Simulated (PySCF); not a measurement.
C2H6F2O, SMILES `CO.FCF`.

PySCF calculation, CAM-B3LYP/def2-SVP, gas phase; geometry: an unrelaxed start of a pair search. Without diffuse functions Rydberg states are missing, so the states' numbers hold for this basis only.

Geometry (Å), atoms numbered from 1:

```
C1      -2.7485   -0.3070    0.3891
O2      -1.9017    0.3756   -0.5088
H3      -2.1303   -1.0396    0.9051
H4      -3.5525   -0.8309   -0.1363
H5      -3.1846    0.3744    1.1262
H6      -2.4226    1.0319   -0.9841
F7       1.9229   -1.0988   -0.1858
C8       1.1503   -0.0196    0.0467
F9       1.9668    1.0367    0.2304
H10      0.5091    0.1637   -0.8239
H11      0.5752   -0.1858    0.9665
```

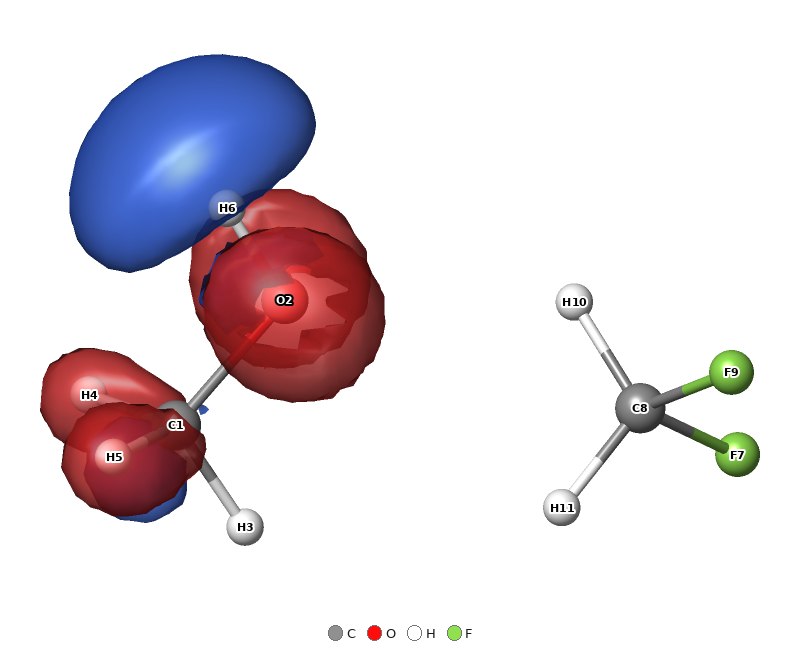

Unrelaxed difference density of S₁ less the ground state (TDA singlet states), ±0.04 e/Å³; blue: gain, red: loss.

How does the charge move on excitation?

Answer. 0.81 e is displaced in all, of which about 0.5 e passes between atoms: O2 (0.51 e) loses electrons and H6 (0.42 e) gains them. The state: 7.51 eV (165 nm), f = 0.001 (very weak); the leading pair carries 100 %; hole on O2 (71 %), C1 (12 %) and H4 and H5 (6 % each), electron on H6 (46 %), O2 (20 %) and C1 (13 %); their centroids lie 0.8 Å apart.

Cost of the run: 2.2 min on 1 thread of AMD EPYC 7R43 64-Core Processor (Zen 3), with other jobs on the host, peak memory 0.58 GiB.
